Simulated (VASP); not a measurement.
# WSe2: quasiparticle gap under strain, part 2 of 5

How does the quasiparticle gap of WSe2 follow strain, and does the starting functional get the slope right? The cell has space group P6_3/mmc. The start is a cell from a database of measured crystal structures.

VASP 6.6.1, plane waves and PAW; the level of theory is named at each step.

So far. Step 2 (Relaxation): At PBE, with these data sets, the largest force is down to 0.0015 eV/Å.

The database entry behind the starting cell differs from later determinations by our own check (a about 0.2 % long), so it need not match the best structure at ambient conditions.

## (3) Ground state

This step: PBE, no spin polarisation; plane waves and PAW (W_sv_GW, Se_GW) (VASP 6.6.1).

The orbitals come from a self-consistent PBE run with a tight EDIFF and a narrow smearing. KPOINTS_OPT adds the bands along a path, which shows whether the mesh holds the band edges.

Input file INCAR:

```
SYSTEM = WSe2
PREC = Accurate
ENCUT = 340
EDIFF = 1E-08
NELM = 100
ISMEAR = 0
SIGMA = 0.01
LREAL = .FALSE.
ALGO = Normal
GGA = PE
NBANDS = 32
LASPH = .TRUE.
LORBIT = 11
LWAVE = .TRUE.
LCHARG = .FALSE.
KPAR = 4
```

Input file POSCAR:

```
WSe2
1.0
    3.2900000000      0.0000000000      0.0000000000
   -1.6450000000      2.8492235785      0.0000000000
    0.0000000000      0.0000000000     12.9700000000
W Se
2 4
Direct
    0.3333333333      0.6666666667      0.2500000000
    0.6666666667      0.3333333333      0.7500000000
    0.3333333333      0.6666666667      0.6204631598
    0.6666666667      0.3333333333      0.1204631598
    0.3333333333      0.6666666667      0.8795368402
    0.6666666667      0.3333333333      0.3795368402
```

Input file KPOINTS:

```
Automatic mesh
0
Gamma
6 6 1
0 0 0
```

Input file KPOINTS_OPT:

```
Line mode
12
Line-mode
Reciprocal
  0.00000000   0.00000000   0.00000000 GAMMA
  0.50000000   0.00000000   0.00000000 M

  0.50000000   0.00000000   0.00000000 M
  0.33333333   0.33333333   0.00000000 K

  0.33333333   0.33333333   0.00000000 K
  0.00000000   0.00000000   0.00000000 GAMMA

  0.00000000   0.00000000   0.00000000 GAMMA
  0.00000000   0.00000000   0.50000000 A

  0.00000000   0.00000000   0.50000000 A
  0.50000000   0.00000000   0.50000000 L

  0.50000000   0.00000000   0.50000000 L
  0.33333333   0.33333333   0.50000000 H

  0.33333333   0.33333333   0.50000000 H
  0.00000000   0.00000000   0.50000000 A

  0.50000000   0.00000000   0.50000000 L
  0.50000000   0.00000000   0.00000000 M

  0.33333333   0.33333333   0.00000000 K
  0.33333333   0.33333333   0.50000000 H
```

PAW data sets: W_sv_GW and Se_GW (PBE family, release 64).

On the command line:

```console
$ mpirun -np 8 vasp_std
```

The log of the run:

```text
[banner, memory and clock lines left out]
running    8 mpi-ranks, on    1 nodes
 distrk:  each k-point on    2 cores,    4 groups
 distr:  one band on    1 cores,    2 groups

 POSCAR found type information on POSCAR W Se
 POSCAR found :  2 types and       6 ions
 [... a notice as in an earlier step ...]

 LDA part: xc-table for (Slater+PW92), standard interpolation
 POSCAR, INCAR and KPOINTS ok, starting setup
 FFT: planning ... GRIDC
 FFT: planning ... GRID_SOFT
 FFT: planning ... GRID
 WAVECAR not read
 entering main loop
       N       E                     dE             d eps       ncg     rms          rms(c)
DAV:   1     0.369285538484E+03    0.36929E+03   -0.23119E+04   520   0.107E+03
DAV:   2    -0.252313199959E+02   -0.39452E+03   -0.38773E+03   592   0.315E+02
DAV:   3    -0.509496503320E+02   -0.25718E+02   -0.25620E+02   568   0.832E+01
DAV:   4    -0.516032391754E+02   -0.65359E+00   -0.65255E+00   600   0.130E+01
DAV:   5    -0.516159940449E+02   -0.12755E-01   -0.12752E-01   568   0.183E+00    0.102E+02
DAV:   6    -0.478308185010E+02    0.37852E+01   -0.24693E+01   520   0.195E+01    0.900E+01
DAV:   7    -0.508815505331E+02   -0.30507E+01   -0.37575E+01   536   0.219E+01    0.417E+01
DAV:   8    -0.471282286222E+02    0.37533E+01   -0.15096E+01   536   0.151E+01    0.491E+00
DAV:   9    -0.472305464756E+02   -0.10232E+00   -0.11587E+00   576   0.402E+00    0.165E+00
DAV:  10    -0.472282930907E+02    0.22534E-02   -0.21828E-02   568   0.650E-01    0.120E+00
DAV:  11    -0.472216553265E+02    0.66378E-02   -0.28659E-02   584   0.734E-01    0.266E+00
DAV:  12    -0.472208385294E+02    0.81680E-03   -0.41189E-03   576   0.338E-01    0.223E+00
DAV:  13    -0.472207625933E+02    0.75936E-04   -0.61053E-04   592   0.954E-02    0.118E+00
DAV:  14    -0.472206455198E+02    0.11707E-03   -0.13495E-04   600   0.505E-02    0.674E-01
DAV:  15    -0.472206031779E+02    0.42342E-04   -0.11223E-04   544   0.439E-02    0.155E-01
DAV:  16    -0.472206021412E+02    0.10366E-05   -0.20415E-05   616   0.162E-02    0.522E-02
DAV:  17    -0.472206044846E+02   -0.23433E-05   -0.39823E-06   616   0.790E-03    0.346E-02
DAV:  18    -0.472206032095E+02    0.12751E-05   -0.39977E-06   584   0.822E-03    0.654E-03
DAV:  19    -0.472206033924E+02   -0.18291E-06   -0.37917E-07   504   0.249E-03    0.490E-03
DAV:  20    -0.472206033834E+02    0.89649E-08   -0.21629E-08   448   0.544E-04
   1 F= -.47220603E+02 E0= -.47220603E+02  d E =-.470725E-67
 Start KPOINTS_OPT (optional k-point list driver)
k-point batch [1-7\108]
       N       E                     dE             ncg
DAV:   1    -0.101323302995E+04   -0.30730E+04      520
DAV:   2    -0.404867915804E+04   -0.30354E+04      616
DAV:   3    -0.425722364545E+04   -0.20854E+03      544
DAV:   4    -0.426483714732E+04   -0.76135E+01      664
DAV:   5    -0.426493553310E+04   -0.98386E-01      576
DAV:   6    -0.426493778706E+04   -0.22540E-02      640
DAV:   7    -0.426493785290E+04   -0.65844E-04      584
DAV:   8    -0.426493785425E+04   -0.13465E-05      632
DAV:   9    -0.426493785429E+04   -0.42121E-07      520
DAV:  10    -0.426493785429E+04   -0.34661E-08      392
[...]
k-point batch [106-108\108]
       N       E                     dE             ncg
DAV:   1     0.624258435710E+04   -0.59309E+04      240
DAV:   2     0.515835308826E+04   -0.10842E+04      256
DAV:   3     0.508291600718E+04   -0.75437E+02      240
DAV:   4     0.508085595722E+04   -0.20600E+01      256
DAV:   5     0.508081912439E+04   -0.36833E-01      240
DAV:   6     0.508081799275E+04   -0.11316E-02      256
DAV:   7     0.508081794373E+04   -0.49022E-04      264
DAV:   8     0.508081794353E+04   -0.19878E-06      256
DAV:   9     0.508081794353E+04   -0.12633E-08      176
 writing wavefunctions
```

Elapsed: 51 s, on 8 MPI ranks of Intel Xeon Platinum 8259CL at 2.50GHz (Skylake/Cascade Lake), shared host; peak memory 1.5 GiB.

Parts of OUTCAR (step 3):

```text
 Found      7 irreducible k-points:

   k-points           NKPTS =      7   k-points in BZ     NKDIM =      7   number of bands    NBANDS=     32

   dimension x,y,z NGX =    20 NGY =   20 NGZ =   80
   dimension x,y,z NGXF=    40 NGYF=   40 NGZF=  160

   ENCUT  =  340.0 eV  24.99 Ry    5.00 a.u.   4.95  4.95 19.50*2*pi/ulx,y,z

   NELECT =      52.0000    total number of electrons

 E-fermi :   6.6956

 k-point     1 :       0.0000    0.0000    0.0000
  band No.  band energies     occupation
    ...
     22       5.1145      2.00000
     23       5.1145      2.00000
     24       5.4623      2.00000
     25       5.5266      2.00000
     26       6.5747      2.00000
     27       9.2210      0.00000
     28       9.2211      0.00000
     29       9.2739      0.00000
     30       9.2741      0.00000
     31       9.3001      0.00000
    ...

 k-point     2 :       0.1667    0.0000    0.0000
  band No.  band energies     occupation
    ...
     22       4.5283      2.00000
     23       4.7510      2.00000
     24       5.4893      2.00000
     25       5.5355      2.00000
     26       5.9110      2.00000
     27       8.2196      0.00000
     28       8.7610      0.00000
     29       8.8296      0.00000
     30       8.8952      0.00000
     31       9.1028      0.00000
    ...

  Total        1.1796857      1.1796857      1.9101527      0.0000000      0.0000000      0.0000000
  in kB       15.5458508     15.5458508     25.1719151      0.0000000      0.0000000      0.0000000
  external PRESSURE =      18.7545389 kB  Pullay stress =       0.0000000 kB

  energy-cutoff  :      340.00
  volume of cell :      121.58
      direct lattice vectors                 reciprocal lattice vectors
     3.290000000  0.000000000  0.000000000     0.303951368  0.175486404  0.000000000
    -1.645000000  2.849223579  0.000000000     0.000000000  0.350972808  0.000000000
     0.000000000  0.000000000 12.970000000     0.000000000  0.000000000  0.077101002

 POSITION                                       TOTAL-FORCE (eV/Angst)
 -----------------------------------------------------------------------------------
     -0.00000      1.89948      3.24250         0.000000     -0.000000      0.000000
      1.64500      0.94974      9.72750        -0.000000      0.000000      0.000000
     -0.00000      1.89948      8.04741        -0.000000      0.000000     -0.039424
      1.64500      0.94974      1.56241         0.000000     -0.000000     -0.039424
     -0.00000      1.89948     11.40759        -0.000000      0.000000      0.039424
      1.64500      0.94974      4.92259         0.000000     -0.000000      0.039424
 -----------------------------------------------------------------------------------
    total drift:                               -0.000001      0.000000     -0.000000

  FREE ENERGIE OF THE ION-ELECTRON SYSTEM (eV)
  ---------------------------------------------------
  free  energy   TOTEN  =       -47.2206033834 eV

  energy  without entropy=      -47.2206033834  energy(sigma->0) =      -47.22060338

 total charge
# of ion       s       p       d       f       tot
--------------------------------------------------
    1        3.007   6.014   3.059   0.046  12.126
    2        3.007   6.014   3.059   0.046  12.126
    3        1.466   2.311   0.070   0.000   3.848
    4        1.466   2.311   0.070   0.000   3.848
    5        1.466   2.311   0.070   0.000   3.848
    6        1.466   2.311   0.070   0.000   3.848
--------------------------------------------------
tot         11.879  21.274   6.399   0.091  39.644

[... 3 parts as in an earlier step ...]

[... 7 further parts left out ...]
```

Numbers from this step:

* free energy (TOTEN): -47.22 eV
* Fermi energy: 6.696 eV
* pressure: 1.875 GPa
* least gap on mesh and path: 0.9400 eV
* least direct gap on mesh and path: 1.533 eV

The highest empty bands on the path are converged less tightly, to about 0.1 eV. Electronic bands along the path, in eV, zero at the valence-band top; v1 is the highest filled band, c1 the lowest empty one:

```csv
point,v4,v3,v2,v1,c1,c2,c3,c4
Γ,-1.46,-1.11,-1.05,0.00,2.65,2.65,2.70,2.71
M,-1.42,-1.33,-1.26,-1.07,2.14,2.18,2.31,2.66
K,-2.54,-2.54,-0.43,-0.18,1.35,1.35,1.87,3.07
Γ,-1.46,-1.11,-1.05,0.00,2.65,2.65,2.70,2.70
A,-1.49,-1.49,-0.21,-0.21,2.65,2.65,2.65,2.65
L,-1.32,-1.32,-1.20,-1.20,2.16,2.16,2.52,2.52
H,-2.72,-2.72,-0.32,-0.32,1.35,1.35,2.41,2.41
A,-1.49,-1.49,-0.21,-0.21,2.65,2.65,2.65,2.65
jump to L,-1.32,-1.32,-1.20,-1.20,2.16,2.16,2.52,2.52
M,-1.42,-1.33,-1.26,-1.07,2.14,2.18,2.31,2.66
jump to K,-2.54,-2.54,-0.43,-0.18,1.35,1.35,1.87,3.07
H,-2.72,-2.72,-0.32,-0.32,1.35,1.35,2.41,2.41
```

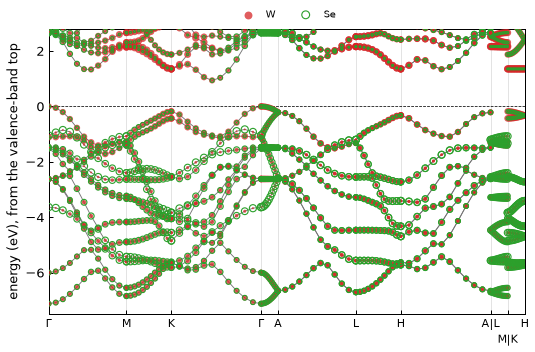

Electronic bands along the path; dots are coloured as in the legend, and their area grows with the weight.

The cell has a gap of 0.940 eV on mesh and path. Spin-orbit coupling is left out, which can shift or reorder these edges.

## (4) Empty bands

The next step needs empty bands that the ground-state run didn't converge, so the Hamiltonian is diagonalised exactly for NBANDS bands, in a single step. LOPTICS writes the k-derivatives of the orbitals (WAVEDER), which give the long-wavelength limit of the screening.

Input file INCAR:

```
SYSTEM = WSe2
PREC = Accurate
ENCUT = 340
ISMEAR = 0
SIGMA = 0.01
LREAL = .FALSE.
GGA = PE
NBANDS = 368
LASPH = .TRUE.
ALGO = Exact
NELM = 1
LWAVE = .TRUE.
LCHARG = .FALSE.
LOPTICS = .TRUE.
NEDOS = 1000
CSHIFT = 0.1
```

POSCAR is that of step 3.

KPOINTS is that of step 3.

On the command line:

```console
$ mpirun -np 8 vasp_std
```

The log of the run:

```text
[banner, memory and clock lines left out]
running    8 mpi-ranks, on    1 nodes
 distrk:  each k-point on    8 cores,    1 groups
 distr:  one band on    1 cores,    8 groups

 POSCAR found type information on POSCAR W Se
 POSCAR found :  2 types and       6 ions
 [... a notice as in an earlier step ...]

 LDA part: xc-table for (Slater+PW92), standard interpolation
 found WAVECAR, reading the header
  number of bands has changed, file:    32 present:   368
  trying to continue reading WAVECAR, but it might fail
 POSCAR, INCAR and KPOINTS ok, starting setup
 FFT: planning ... GRIDC
 FFT: planning ... GRID_SOFT
 FFT: planning ... GRID
 reading WAVECAR
 random initialization beyond band           32
 the WAVECAR file was read successfully
 initial charge from wavefunction
 entering main loop
       N       E                     dE             d eps       ncg     rms          rms(c)
DIA:   1    -0.472206033734E+02   -0.47221E+02    0.00000E+00     0   0.000E+00
   1 F= -.47220603E+02 E0= -.47220603E+02  d E =-.119995E-17
 writing wavefunctions
 optical routines
 imaginary and real dielectric function
 recalculating local potential from charge density
 direction            1
 direction            2
 direction            3
```

The job ended after 29 s (8 MPI ranks; peak memory 1.7 GiB).

OUTCAR, selected parts (step 4):

```text
 Found      7 irreducible k-points:

   k-points           NKPTS =      7   k-points in BZ     NKDIM =      7   number of bands    NBANDS=    368

   NELECT =      52.0000    total number of electrons

 E-fermi :   6.6316

 k-point     1 :       0.0000    0.0000    0.0000
  band No.  band energies     occupation
    ...
     22       5.1144      2.00000
     23       5.1144      2.00000
     24       5.4622      2.00000
     25       5.5266      2.00000
     26       6.5746      2.00000
     27       9.2209      0.00000
     28       9.2209      0.00000
     29       9.2738      0.00000
     30       9.2738      0.00000
     31       9.3001      0.00000
    ...

 k-point     2 :       0.1667    0.0000    0.0000
  band No.  band energies     occupation
    ...
     22       4.5282      2.00000
     23       4.7510      2.00000
     24       5.4892      2.00000
     25       5.5355      2.00000
     26       5.9109      2.00000
     27       8.2195      0.00000
     28       8.7609      0.00000
     29       8.8295      0.00000
     30       8.8952      0.00000
     31       9.1028      0.00000
    ...

  Total        1.1830720      1.1830720      1.9187374      0.0000000      0.0000000     -0.0000000
  in kB       15.5904751     15.5904751     25.2850438      0.0000000      0.0000000     -0.0000000
  external PRESSURE =      18.8219980 kB  Pullay stress =       0.0000000 kB

 POSITION                                       TOTAL-FORCE (eV/Angst)
 -----------------------------------------------------------------------------------
     -0.00000      1.89948      3.24250        -0.000000      0.000000     -0.000000
      1.64500      0.94974      9.72750         0.000000     -0.000000     -0.000000
     -0.00000      1.89948      8.04741        -0.000000     -0.000000     -0.039343
      1.64500      0.94974      1.56241        -0.000000      0.000000     -0.039343
     -0.00000      1.89948     11.40759        -0.000000     -0.000000      0.039343
      1.64500      0.94974      4.92259         0.000000      0.000000      0.039343
 -----------------------------------------------------------------------------------
    total drift:                               -0.000001      0.000000     -0.000000

  FREE ENERGIE OF THE ION-ELECTRON SYSTEM (eV)
  ---------------------------------------------------
  free  energy   TOTEN  =       -47.2206033734 eV

  energy  without entropy=      -47.2206033734  energy(sigma->0) =      -47.22060337

 plasma frequency squared (from intraband transitions) (eV^2)
  --------------------------------------------------------------------------------------
       0.000      -0.000       0.000
      -0.000       0.000      -0.000
       0.000      -0.000       0.000

[... 8 parts as in an earlier step ...]

[... 5 further parts left out ...]
```

WAVECAR now holds 368 bands for 52 electrons. Its independent-particle dielectric tensor has xx, yy, zz = 16.9, 16.9, 12.2 on this mesh, which isn't tested for convergence in mesh or bands and lacks local fields.

(Part 2 of 5 ends here.)

[Lines on the potential files, build, host, timing and source positions are cut from VASP's logs without a mark.]

[Logs are printed without paths, hosts, clocks, repeated set-up lines and the standing remarks that a program may print on its own settings, such as how far it seeks lower states.]

[Hosts, paths, dates, database ids (printed as entryN), source tags and the programs' standing remarks are cut or masked in the printed files.]

[Pressures printed for these runs are not shown converged in the cutoff: they can be off by several GPa and have the wrong sign.]
